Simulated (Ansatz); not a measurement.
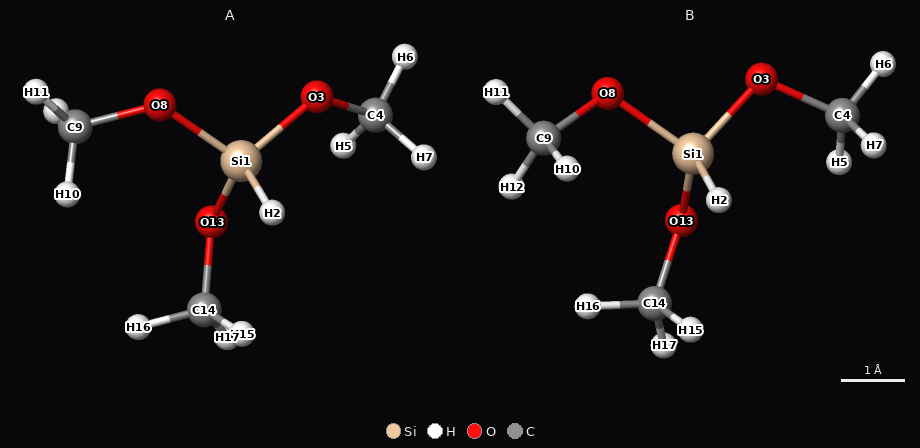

Two geometries of C3H10O3Si, drawn at one scale. One is the start of a relaxation, the other its converged end. The picture is a ball-and-stick view, seen at a tilt.

Theory: RKS B3LYP/STO-3G (Ansatz). Settings: no spin polarisation; force threshold 0.02 eV/Å; at most 40 steps.

Q: Which geometry has the lower energy?

A: Structure B is the relaxed one. The run prepares the start of a later molecular dynamics calculation, from a guessed geometry. The energy falls by 0.686 eV in 28 accepted moves (31 points after the start). Largest force component: 2.5 eV/Å at the start, 0.011 eV/Å at the end. The line search rejected the trial steps at points 17, 22, 23 of the run. The forces were under the threshold at step 18, but the run went on from there. The largest move after the best rigid fit is that of H12, 1.38 Å. By element the largest moves are H 1.38 Å, O 0.76 Å, Si 0.51 Å, C 0.32 Å. Some distances before and after: O13–C14 1.420 → 1.460 Å, Si1–O13 1.679 → 1.714 Å, C14–H15 1.110 → 1.114 Å. Among the angles between lasting bonds that change: Si1–O3–C4 125.0° → 111.3°, Si1–O8–C9 125.0° → 112.4°, Si1–O13–C14 125.0° → 113.2°. Groups turn about Si1–O8 by about 55°, Si1–O3 by about 30°, O13–C14 by about 25°. Cost: 2.6 min on 1 thread of Arm Neoverse V1, with other jobs on the host, peak memory 0.14 GiB.

Limits of the set-up: STO-3G is a minimal basis, so the numbers are rough.
